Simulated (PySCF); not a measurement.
# CH₂BFN−: electronic excitations and core binding energies

Aim: predict the electronic excitations and core binding energies of CH₂BFN− (`N#C[BH2-]F`).

Programs: PySCF 2.14.0, with density-fitted response routines of our own. Each step states its level of theory. These are calculated values for one molecule in the gas phase, unless marked as measured. Atoms are numbered from 0 throughout.

## (1) Starting geometry

6 atoms, charge -1, multiplicity 1; geometry from: GFN2-xTB.

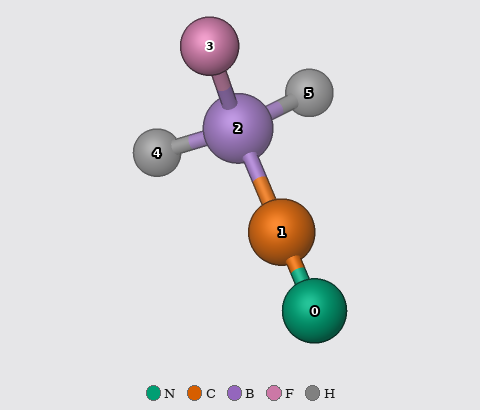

As it starts; nitrogen teal, carbon orange, boron purple, fluorine pink, hydrogen grey, atoms numbered; sticks join atoms by distance.

## (2) Ultraviolet spectrum: CAM-B3LYP/def2-SVPD

Job settings and geometry (Å):

```
{"job": {"kind": "uv", "xc": "CAM-B3LYP", "basis": "def2-SVPD", "nstates": 8, "ntriplets": 3}, "charge": -1, "multiplicity": 1}
N      2.224935     0.016424    -0.016294
C      1.069193     0.025404    -0.011580
B     -0.499762    -0.052424     0.004972
F     -1.065504     1.270710    -0.145615
H     -0.858102    -0.512694     1.078125
H     -0.867637    -0.745430    -0.931182
```

With the program's defaults for keys left out, this is: TDDFT CAM-B3LYP/def2-SVPD, vertical, gas phase, core orbitals frozen in the response.

On the command line:

```sh
$ OMP_NUM_THREADS=1 python probes_run.py task.json out
```

This one command runs all jobs of the session in turn.

Log:

```text
coarse grid: 5560 points
cycle   1  E = -218.5229561770  dE =  1.212e-01  |g| = 5.711e-01  |ddm| = 2.933e+00
cycle   2  E = -218.4738120871  dE =  4.914e-02  |g| = 8.350e-01  |ddm| = 1.449e+00
cycle   3  E = -218.5920117034  dE = -1.182e-01  |g| = 7.238e-02  |ddm| = 6.851e-01
cycle   4  E = -218.5927326884  dE = -7.210e-04  |g| = 5.455e-02  |ddm| = 1.121e-01
cycle   5  E = -218.5933268683  dE = -5.942e-04  |g| = 1.029e-02  |ddm| = 6.062e-02
cycle   6  E = -218.5933518672  dE = -2.500e-05  |g| = 1.350e-03  |ddm| = 1.857e-02
cycle   7  E = -218.5933523876  dE = -5.204e-07  |g| = 2.257e-04  |ddm| = 4.127e-03
final grid: 55760 points
cycle   8  E = -218.6227357751  dE = -2.178e-05  |g| = 1.637e-03  |ddm| = 2.993e-02
cycle   9  E = -218.6227362756  dE = -5.005e-07  |g| = 1.244e-03  |ddm| = 4.510e-03
cycle  10  E = -218.6227365474  dE = -2.718e-07  |g| = 4.273e-04  |ddm| = 1.304e-03
cycle  11  E = -218.6227365751  dE = -2.774e-08  |g| = 1.755e-04  |ddm| = 5.282e-04
cycle  12  E = -218.6227365813  dE = -6.225e-09  |g| = 8.078e-05  |ddm| = 2.108e-04
cycle  13  E = -218.6227365826  dE = -1.313e-09  |g| = 1.770e-05  |ddm| = 1.064e-04
cycle  14  E = -218.6227365827  dE = -7.691e-11  |g| = 1.528e-06  |ddm| = 2.230e-05
converged SCF energy = -218.6227365827

Static polarisability (au): isotropic 40.288, principal 34.521 35.859 50.484

Singlet excitations
state   eV       nm        f      main configurations
  1   6.2706    197.7   0.01962   H->L 0.87
  2   7.1016    174.6   0.00345   H->L+1 0.64, H->L 0.11, H->L+2 0.09
  3   7.4564    166.3   0.01352   H-1->L 0.82, H-1->L+1 0.09
  4   7.7171    160.7   0.05958   H->L+3 0.52, H-2->L 0.11, H-2->L+1 0.11
  5   7.8643    157.7   0.00195   H->L+2 0.25, H->L+1 0.24, H-3->L 0.19
  6   8.1767    151.6   0.00058   H->L+2 0.54, H-2->L+3 0.19, H-3->L+1 0.09
  7   8.2736    149.9   0.00071   H-2->L+3 0.50, H-1->L+3 0.13, H-3->L 0.08
  8   8.3368    148.7   0.04224   H-1->L+1 0.42, H-2->L 0.28, H-1->L 0.10

Triplet excitations (Tamm-Dancoff, eV): 6.0591 6.3209 6.7119
```

It took 9.9 s on 1 thread, shared host.

Frontier orbitals and where they lie:

| orbital | eV | atoms |
| --- | --- | --- |
| HOMO−3 | -6.23 | N0 41 %, C1 34 %, F3 17 % |
| HOMO−2 | -5.90 | N0 48 %, C1 37 %, F3 11 % |
| HOMO−1 | -5.31 | F3 30 %, B2 25 %, C1 14 % |
| HOMO | -4.13 | B2 27 %, F3 18 %, H5 17 % |
| LUMO | 5.18 | B2 74 %, F3 8 %, C1 6 % |
| LUMO+1 | 6.61 | C1 30 %, B2 21 %, N0 20 % |
| LUMO+2 | 7.04 | C1 36 %, B2 22 %, F3 16 % |

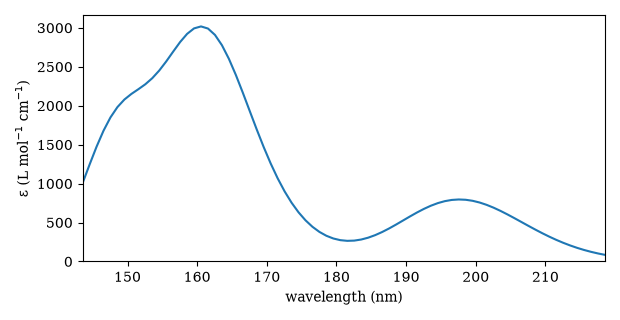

Absorption spectrum: each of the 8 states is a Gaussian band of 0.4 eV half-width at 1/e. Beyond the last state computed it falls off for lack of states.

Further results of this job:

| property | computed |
| --- | --- |
| polarisability (Å³) | 5.97 |
| HOMO–LUMO gap (eV) | 9.31 |
| −ε(HOMO) (eV) | 4.13 |

## (3) X-ray photoelectron lines: SCAN, X2C

The job, as its differences from that of step 2:

```diff
@@ -1,2 +1,2 @@
-{"job": {"kind": "uv", "xc": "CAM-B3LYP", "basis": "def2-SVPD", "nstates": 8, "ntriplets": 3}, "charge": -1, "multiplicity": 1}
+{"job": {"kind": "xps"}, "charge": -1, "multiplicity": 1}
 N      2.224935     0.016424    -0.016294
```

Level: delta-SCF UKS SCAN, pcX-2 on the ionised atom, pcseg-1 elsewhere, spin-free X2C.

Log:

```text
ground state, core basis on atom 0 (N), 97 functions
  cycle   1  E = -218.82796877  |g| = 5.75e-01
  cycle   2  E = -218.74409214  |g| = 9.61e-01
  cycle   3  E = -218.89178358  |g| = 1.95e-01
  cycle   4  E = -218.89967835  |g| = 9.25e-02
  cycle   5  E = -218.90136682  |g| = 2.34e-02
  cycle   6  E = -218.90147383  |g| = 3.03e-03
  cycle   7  E = -218.90147522  |g| = 1.03e-03
  cycle   8  E = -218.90147459  |g| = 3.16e-04
  E(ground) = -218.89740056 Eh
hole in N 1s of atom 0
  cycle   1  E = -203.52199909  |g| = 1.84e+00
  cycle   2  E = -199.77055318  |g| = 2.94e+00
  cycle   3  E = -203.73095989  |g| = 1.04e+00
  cycle   4  E = -204.08254234  |g| = 6.07e-01
  cycle   5  E = -204.16949155  |g| = 3.38e-01
  cycle   6  E = -204.22193132  |g| = 3.56e-02
  cycle   7  E = -204.22276294  |g| = 1.33e-02
  cycle   8  E = -204.22292275  |g| = 8.61e-03
  cycle   9  E = -204.22297256  |g| = 5.08e-03
  cycle  10  E = -204.22300653  |g| = 2.54e-03
  cycle  11  E = -204.22301467  |g| = 6.14e-04
  cycle  12  E = -204.22301541  |g| = 2.24e-04
  E(ion) = -204.21982124 Eh   <S^2> = 0.8008   hole on atom = 1.000   binding energy = 399.397 eV
ground state, core basis on atom 1 (C), 97 functions
  cycle   1  E = -218.89007600  |g| = 6.09e-02
  cycle   2  E = -218.88913527  |g| = 6.92e-02
  cycle   3  E = -218.88950186  |g| = 5.56e-02
  cycle   4  E = -218.89021373  |g| = 3.76e-03
  cycle   5  E = -218.89021620  |g| = 9.09e-04
  cycle   6  E = -218.89021828  |g| = 1.91e-04
  E(ground) = -218.89013207 Eh
hole in C 1s of atom 1
  cycle   1  E = -207.83610884  |g| = 1.49e+00
  cycle   2  E = -206.04135266  |g| = 2.26e+00
  cycle   3  E = -208.16158125  |g| = 7.05e-01
  cycle   4  E = -208.25479613  |g| = 5.62e-01
  cycle   5  E = -208.33787043  |g| = 2.87e-01
  cycle   6  E = -208.36304944  |g| = 1.29e-01
  cycle   7  E = -208.37401685  |g| = 1.69e-02
  cycle   8  E = -208.37428166  |g| = 6.21e-03
  cycle   9  E = -208.37435123  |g| = 3.84e-03
  cycle  10  E = -208.37439646  |g| = 2.16e-03
  cycle  11  E = -208.37441406  |g| = 7.68e-04
  cycle  12  E = -208.37441545  |g| = 3.04e-04
  E(ion) = -208.37269944 Eh   <S^2> = 0.8113   hole on atom = 1.000   binding energy = 286.194 eV
ground state, core basis on atom 2 (B), 97 functions
  cycle   1  E = -218.88034198  |g| = 5.71e-02
  cycle   2  E = -218.87909540  |g| = 8.15e-02
  cycle   3  E = -218.88026605  |g| = 4.27e-02
  cycle   4  E = -218.88066865  |g| = 9.10e-03
  cycle   5  E = -218.88068841  |g| = 2.72e-03
  cycle   6  E = -218.88068874  |g| = 1.50e-04
  E(ground) = -218.88025029 Eh
hole in B 1s of atom 2
  cycle   1  E = -211.48231916  |g| = 1.17e+00
  cycle   2  E = -210.78312805  |g| = 1.60e+00
  cycle   3  E = -211.66158203  |g| = 6.99e-01
  cycle   4  E = -211.80075152  |g| = 4.18e-01
  cycle   5  E = -211.87515756  |g| = 1.19e-01
  cycle   6  E = -211.88024935  |g| = 3.73e-02
  cycle   7  E = -211.88073260  |g| = 8.97e-03
  cycle   8  E = -211.88077179  |g| = 3.44e-03
  cycle   9  E = -211.88078138  |g| = 1.10e-03
  cycle  10  E = -211.88078412  |g| = 5.95e-04
  cycle  11  E = -211.88078567  |g| = 2.84e-04
  E(ion) = -211.88292519 Eh   <S^2> = 0.7692   hole on atom = 1.000   binding energy = 190.407 eV
ground state, core basis on atom 3 (F), 97 functions
  cycle   1  E = -218.93028886  |g| = 1.17e-01
  cycle   2  E = -218.93006044  |g| = 5.23e-02
  cycle   3  E = -218.92992806  |g| = 6.16e-02
  cycle   4  E = -218.93041457  |g| = 2.07e-03
  cycle   5  E = -218.93041605  |g| = 2.01e-04
  E(ground) = -218.93112297 Eh
hole in F 1s of atom 3
  cycle   1  E = -192.83438983  |g| = 2.58e+00
  cycle   2  E = -192.79672331  |g| = 2.11e+00
  cycle   3  E = -193.61055120  |g| = 5.15e-01
  cycle   4  E = -193.45530935  |g| = 7.31e-01
  cycle   5  E = -193.72015245  |g| = 5.47e-02
  cycle   6  E = -193.72152058  |g| = 1.92e-02
  cycle   7  E = -193.72173019  |g| = 2.96e-03
  cycle   8  E = -193.72173420  |g| = 9.93e-04
  cycle   9  E = -193.72173481  |g| = 2.70e-04
  E(ion) = -193.72980643 Eh   <S^2> = 0.7566   hole on atom = 1.000   binding energy = 685.763 eV
```

It took 20 s on 1 thread, shared host.

The holes in one table. −ε is the ground-state orbital energy:

| hole | stands for | environment | ΔSCF (eV) | −ε (eV) | ⟨S²⟩ |
| --- | --- | --- | --- | --- | --- |
| N1s on N0 | N0 | nitrile nitrogen | 399.40 | 380.3 | 0.801 |
| C1s on C1 | C1 | nitrile carbon | 286.19 | 268.4 | 0.811 |
| B1s on B2 | B2 | boron bonded to C, F, 2 H | 190.41 | 174.4 | 0.769 |
| F1s on F3 | F3 | fluorine bonded to B | 685.76 | 659.7 | 0.757 |

## (4) What came out

| quantity | value |
| --- | --- |
| lowest singlet (CAM-B3LYP/def2-SVPD) | 6.27 eV (198 nm), f = 0.020 |
| brightest single state of those computed | state 4, 7.72 eV, f = 0.060 |
| lowest triplet | 6.06 eV |
| N1s binding energies, SCAN/pcX-2 | N0 399.40 eV |
| C1s binding energies, SCAN/pcX-2 | C1 286.19 eV |
| B1s binding energies, SCAN/pcX-2 | B2 190.41 eV |
| F1s binding energies, SCAN/pcX-2 | F3 685.76 eV |

In words: The first singlet state (HOMO→LUMO 0.87) lies at 6.27 eV and is weak; of the 8 states computed, the strongest absorption comes from state 4 at 7.72 eV (the last state computed is bright too, and its partners may lie past the list). The lowest triplet lies 0.21 eV below the lowest singlet (triplets in Tamm-Dancoff, singlets in full TDDFT). The lowest singlet lies above −ε(HOMO); no detachment energy was computed, so the anion's states may not be bound.
